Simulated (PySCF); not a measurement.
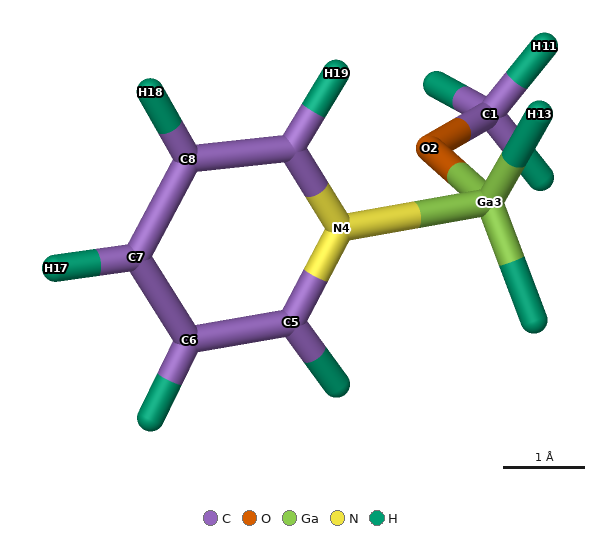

Fig. 1: The input geometry (stick view, seen at a tilt; atoms are numbered from 1 in the order of the input). Sticks mark near contacts. Bond lengths as drawn: C–C 1.39 Å, C–H 1.09 to 1.11 Å, C–N 1.34 Å, C–O 1.38 Å, Ga–H 1.58 Å, Ga–N 2.09 Å and Ga–O 1.83 Å.

# Excited-state calculation, with input and output: C$_{6}$H$_{10}$GaNO

System: C$_{6}$H$_{10}$GaNO.
Method: TDDFT B3LYP/def2-SVPD, vertical, gas phase, core orbitals frozen in the response (PySCF 2.14.0).

The geometry comes from this level: PBE0-D3(BJ)/def2-SVP. It belongs to a series of runs on one base structure; here: H on Ga replaced by OCH3.

## The program's output
```
coarse grid: 73520 points
cycle   1  E = -2288.9082823687  dE =  6.244e-01  |g| = 9.316e-01  |ddm| = 1.258e+01
cycle   2  E = -2286.5125550138  dE =  2.396e+00  |g| = 2.654e+00  |ddm| = 9.543e+00
cycle   3  E = -2288.9629137704  dE = -2.450e+00  |g| = 6.552e-01  |ddm| = 8.175e+00
cycle   4  E = -2289.0562129342  dE = -9.330e-02  |g| = 1.756e-01  |ddm| = 1.358e+00
cycle   5  E = -2289.0630465132  dE = -6.834e-03  |g| = 8.284e-02  |ddm| = 6.712e-01
cycle   6  E = -2289.0642882328  dE = -1.242e-03  |g| = 3.084e-02  |ddm| = 2.977e-01
cycle   7  E = -2289.0644765792  dE = -1.883e-04  |g| = 9.380e-03  |ddm| = 9.917e-02
cycle   8  E = -2289.0644900828  dE = -1.350e-05  |g| = 5.032e-03  |ddm| = 3.236e-02
cycle   9  E = -2289.0644966269  dE = -6.544e-06  |g| = 1.151e-03  |ddm| = 1.542e-02
final grid: 156464 points
cycle  10  E = -2289.0644733428  dE =  4.939e-07  |g| = 2.007e-03  |ddm| = 2.361e-02
cycle  11  E = -2289.0644704660  dE =  2.877e-06  |g| = 3.896e-03  |ddm| = 1.356e-02
cycle  12  E = -2289.0644742982  dE = -3.832e-06  |g| = 3.889e-04  |ddm| = 9.268e-03
cycle  13  E = -2289.0644743271  dE = -2.883e-08  |g| = 4.284e-05  |ddm| = 7.120e-04
cycle  14  E = -2289.0644743274  dE = -3.565e-10  |g| = 1.182e-05  |ddm| = 1.314e-04
```

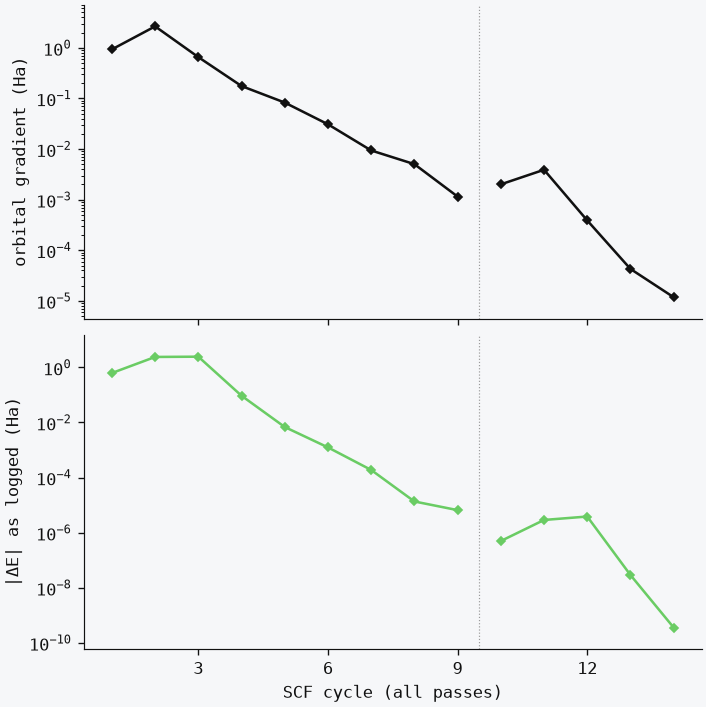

Fig. 2: Convergence of the self-consistent field: orbital gradient and size of the energy change against the SCF cycle. The dotted line marks the change from a coarse to the final integration grid. The first 9 cycles use a coarse grid, the final grid takes over at cycle 10, and the field converges after 14 cycles in all.

```
converged SCF energy = -2289.0644743274

Static polarisability (au): isotropic 112.948, principal 86.882 114.765 137.196

Singlet excitations
state   eV       nm        f      main configurations
  1   3.0965    400.4   0.00003   H->L 1.00
  2   3.7278    332.6   0.00737   H->L+1 0.91, H-1->L 0.09
  3   3.7717    328.7   0.00644   H-1->L 0.91, H->L+1 0.09
  4   4.3755    283.4   0.00008   H-1->L+1 1.00
  5   4.6532    266.4   0.00060   H-2->L 1.00
  6   5.2695    235.3   0.00012   H-2->L+1 1.00
  7   5.3890    230.1   0.00002   H->L+2 0.84, H->L+3 0.11
  8   5.4941    225.7   0.02778   H-3->L 0.46, H-4->L 0.38, H-5->L+1 0.10
  9   5.4993    225.5   0.02093   H-4->L 0.55, H-3->L 0.32
 10   5.6854    218.1   0.00401   H->L+3 0.86, H->L+2 0.09

Triplet excitations (Tamm-Dancoff, eV): 3.0849 3.6929 3.7460 4.3525
Vertical ionisation energy (delta-SCF) = 8.2147 eV
Vertical electron affinity (delta-SCF) = 0.2958 eV
```

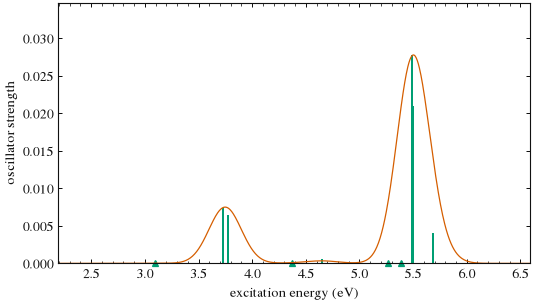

Fig. 3: Computed excitations as sticks (degenerate states added up, dark ones marked on the axis), with a Gaussian envelope of 0.35 eV full width at half maximum, scaled to the tallest. Of the 10 states the lowest lies at 3.10 eV (f = 0.000); the strongest line is at 5.49 eV, or 226 nm (f = 0.028).

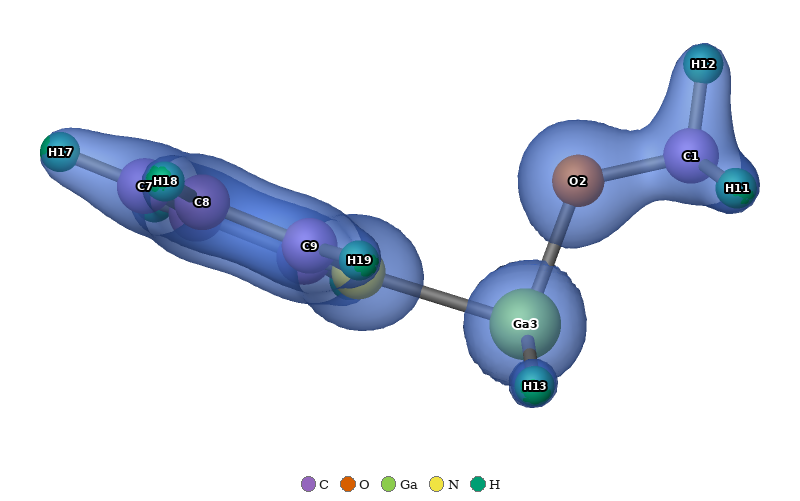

Fig. 4: Isosurface of the total electron density at 1 e/Å³ (blue), seen from the side. At this value the surface falls into five separate pieces. It is pinched off along the Ga–O (1.83 Å) contacts. On the grid the lowest density along these lines, outside the cores, is 2.3 e/Å³ (C–N, 1.34 Å), 1.9 e/Å³ (C–O, 1.38 Å), 2.1 e/Å³ (C–C, 1.39 Å) and 0.77 e/Å³ (Ga–O, 1.83 Å).

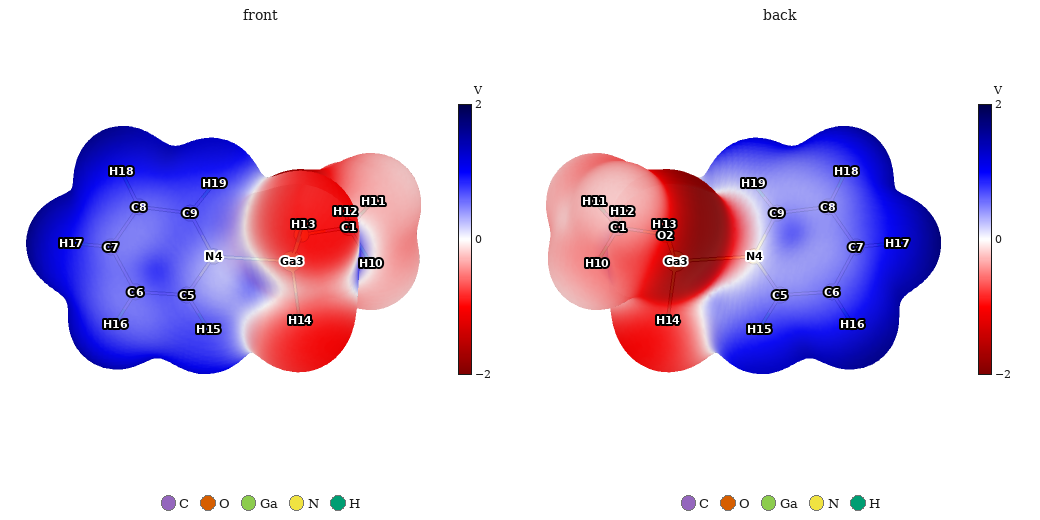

Fig. 5: The electrostatic potential painted on the density surface at 0.002 e/bohr³, seen at a tilt and from behind; the colour scale runs from red (negative) to blue (positive). Its dipole moment is 6.40 D.

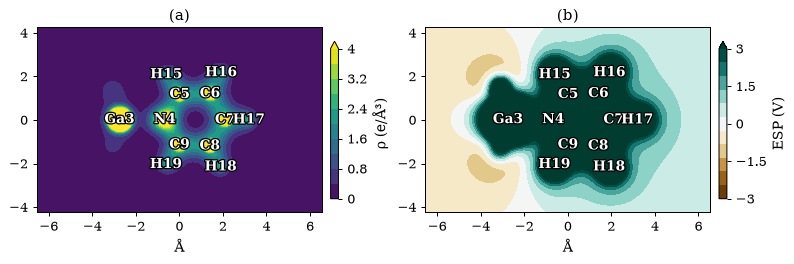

Fig. 6: (a) electron density; (b) electrostatic potential on the plane of atoms C7, C8 and C9. C–C (1.39 Å): ρ is about 2.1 e/Å³ halfway. Ga–N (2.09 Å): ρ is about 0.51 e/Å³ halfway.

This output came from the following input.

## Input
```
{"job": {"kind": "uv", "xc": "B3LYP", "basis": "def2-SVPD", "ip": true}, "charge": 0, "multiplicity": 1}
C      3.503239     0.636149    -0.020258
O      2.138873     0.421755     0.063578
Ga     1.358364    -1.184797    -0.340150
N     -0.564970    -0.481670     0.078166
C     -1.305747     0.061797    -0.891338
C     -2.543325     0.638484    -0.632922
C     -3.014628     0.646763     0.677701
C     -2.233884     0.079733     1.682387
C     -1.008238    -0.476898     1.338101
H      3.911426     0.494962    -1.045078
H      4.097299    -0.023487     0.649581
H      3.744344     1.676577     0.271008
H      1.539561    -2.299963     0.770141
H      1.247741    -1.500939    -1.888461
H     -0.879607     0.025081    -1.897501
H     -3.122353     1.073511    -1.448960
H     -3.983244     1.093225     0.914853
H     -2.564741     0.067241     2.721992
H     -0.349972    -0.936694     2.080002
```

The first line tells a small driver script what to run in PySCF; the rest is the geometry in Å.

Command:
```bash
OMP_NUM_THREADS=1 python <driver script> task.json out
```

## Summary

- outcome: converged
- total energy: −2289.064474 hartree
- HOMO: −6.04 eV
- LUMO: −2.25 eV
- dipole moment: 6.40 D
- mean polarisability: 112.95 a.u.
- vertical ionisation energy: 8.21 eV
- vertical electron affinity: 0.30 eV
- lowest singlet excitation: 3.10 eV
- hardware: 1 CPU thread, shared host
- wall time: 5.2 min
- peak memory: 1.2 GiB

Spin–orbit coupling is left out, which matters for the heavy atoms.
